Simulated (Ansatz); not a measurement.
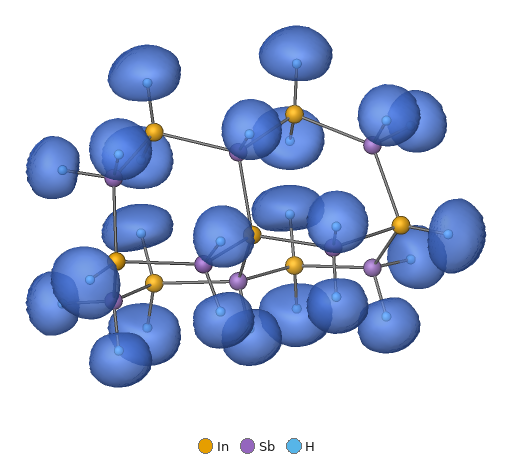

Figure 1: H24In7Sb8 (charge +1). Isosurface of the ELF at 0.85 (blue), seen at a tilt. Only the valence region is drawn (cores and ρ < 0.01 e/Å³ removed).

Geometry: PBE-D4/def2-SVP; core potentials replace the inner electrons of In and Sb.

Level of theory: RKS PBE0-D4/def2-SVP (Ansatz).

Input

```
crystal:
  periodic: [false, false, false]
  atoms:
    - {symbol: In, position_ang: [-3.499237, -3.497639, 1.637384]}
    - {symbol: In, position_ang: [-3.662070, 0.216795, -2.165855]}
    - {symbol: In, position_ang: [0.216427, -3.666390, -2.163764]}
    - {symbol: In, position_ang: [0.000549, -0.000096, 0.926424]}
    - {symbol: In, position_ang: [3.666461, -0.222085, -2.163855]}
    - {symbol: In, position_ang: [-0.219171, 3.667239, -2.162161]}
    - {symbol: In, position_ang: [3.502575, 3.498289, 1.636633]}
    - {symbol: Sb, position_ang: [-1.605633, -4.759166, -0.096505]}
    - {symbol: Sb, position_ang: [-4.757494, -1.604338, -0.098453]}
    - {symbol: Sb, position_ang: [-1.593245, -1.592953, 2.719485]}
    - {symbol: Sb, position_ang: [-1.658564, 1.659005, -0.626389]}
    - {symbol: Sb, position_ang: [1.658794, -1.660928, -0.627125]}
    - {symbol: Sb, position_ang: [1.595237, 1.593754, 2.717370]}
    - {symbol: Sb, position_ang: [4.758556, 1.603795, -0.099490]}
    - {symbol: Sb, position_ang: [1.609455, 4.757106, -0.099652]}
    - {symbol: H, position_ang: [-4.403077, -4.401900, 2.803695]}
    - {symbol: H, position_ang: [-4.978662, 1.306925, -2.424453]}
    - {symbol: H, position_ang: [-2.768584, -0.884492, -3.156892]}
    - {symbol: H, position_ang: [-0.883905, -2.773440, -3.157135]}
    - {symbol: H, position_ang: [1.306863, -4.982705, -2.421916]}
    - {symbol: H, position_ang: [2.773168, 0.881760, -3.152788]}
    - {symbol: H, position_ang: [4.983643, -1.309942, -2.429879]}
    - {symbol: H, position_ang: [-1.308247, 4.984389, -2.423562]}
    - {symbol: H, position_ang: [0.882281, 2.773010, -3.153746]}
    - {symbol: H, position_ang: [4.406416, 4.401134, 2.803994]}
    - {symbol: H, position_ang: [-2.566072, -5.995525, -0.805054]}
    - {symbol: H, position_ang: [-0.770999, -5.809383, 0.976208]}
    - {symbol: H, position_ang: [-5.995065, -2.564095, -0.807014]}
    - {symbol: H, position_ang: [-5.810118, -0.769421, 0.972171]}
    - {symbol: H, position_ang: [-2.323194, -0.518330, 3.842643]}
    - {symbol: H, position_ang: [-0.519855, -2.325247, 3.842147]}
    - {symbol: H, position_ang: [-2.497632, 2.497999, 0.618367]}
    - {symbol: H, position_ang: [2.499275, -2.498374, 0.618277]}
    - {symbol: H, position_ang: [2.326809, 0.519839, 3.840032]}
    - {symbol: H, position_ang: [0.521694, 2.327349, 3.838847]}
    - {symbol: H, position_ang: [5.806522, 0.767234, 0.974275]}
    - {symbol: H, position_ang: [5.998507, 2.560433, -0.806924]}
    - {symbol: H, position_ang: [0.774984, 5.807617, 0.972862]}
    - {symbol: H, position_ang: [2.568209, 5.993977, -0.809300]}
basis:
  gaussian: {orbitals: def2-SVP, fitting: {mean_field: def2-universal-jkfit}, initial_orbitals: start.molden}
total_charge: 1
hamiltonian: {xc: pbe0, dispersion: d4}
scf: {omitted_lower_state_checks: [starts]}
output: {forces: true, orbitals: {seedname: orbitals}}
```

Command:

```sh
ansatz run in.yaml --threads 2 --pin off --events-out ev --progress --plain --max-ram 32768MiB --backend cuda --devices 0, --max-vram 18GiB
```

What do the ELF domains correspond to?

The ELF exceeds this value in 24 regions around hydrogen nuclei.

Values along the shortest contacts:
In–Sb (2.81 Å): the ELF peaks at about 0.70 between the atoms. Sb–H (1.72 Å): the ELF climbs to about 1 towards the hydrogen.
